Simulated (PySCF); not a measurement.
C7H10 (SMILES CC1=CC=CCC1)

The calculation's input:

```
{"job": {"kind": "nmr", "xc": "PBE0", "basis": "pcSseg-1", "pop": false}, "charge": 0, "multiplicity": 1}
C      1.748500     0.115200     0.324300
C      0.291400     0.186300     0.224500
C     -0.349400     1.370500     0.193600
C     -1.844200     1.438400     0.377700
C     -2.561200     0.330100     0.384800
C     -1.968400    -0.999600     0.089800
C     -0.445100    -1.039900    -0.025600
H      2.247300    -0.248700    -0.556200
H      2.141900     1.140000     0.683300
H      2.144800    -0.529900     1.130500
H      0.235500     2.267300     0.033600
H     -2.267700     2.469400     0.449400
H     -3.524800     0.415100     0.716800
H     -2.419500    -1.775200     0.727200
H     -2.301200    -1.214000    -0.914300
H     -0.085300    -1.408200    -1.064700
H     -0.164700    -1.923800     0.689600
```

Launched as:

```sh
OMP_NUM_THREADS=1 python probes_run.py task.json out
```

Geometry: GFN2-xTB, MD frame at 250 fs, 600 K.

The calculation used PBE0/pcSseg-1, SCF density, gas phase, non-relativistic in PySCF 2.14.0.

Question: What can the converged electron density and electron localisation function tell about the bonding?

Answer: C–C (1.32 Å): the density is about 2.4 e/Å³ at the midpoint; the ELF peaks at about 0.90 between the atoms (a multiple bond).
C–H (1.02 Å): ρ is about 2.3 e/Å³ halfway; the ELF climbs to about 1 towards the hydrogen, as it does in any bond to H: a covalent bond by its length.
C–C (1.45 Å): ρ is about 1.9 e/Å³ halfway; the ELF peaks at about 0.95 between the atoms; a covalent bond.
C–C (1.51 Å): ρ is about 1.7 e/Å³ halfway; the ELF peaks at about 0.95 between the atoms: localised, covalent bonding.

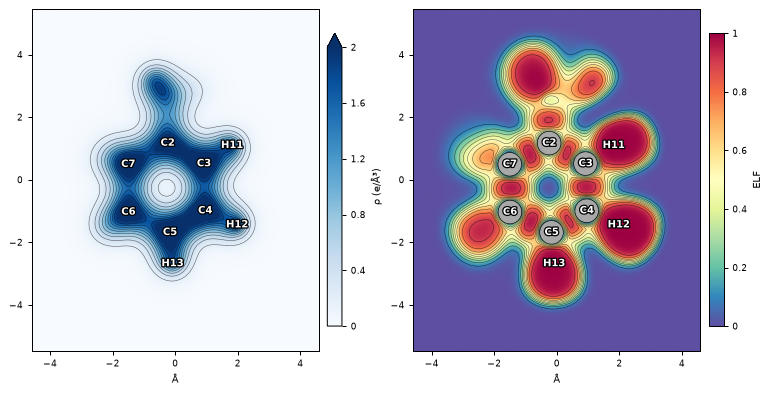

Computed electron density and electron localisation function on the plane of atoms C3, C4 and C5, in this order. Grey discs cover the atomic cores in the ELF map. 
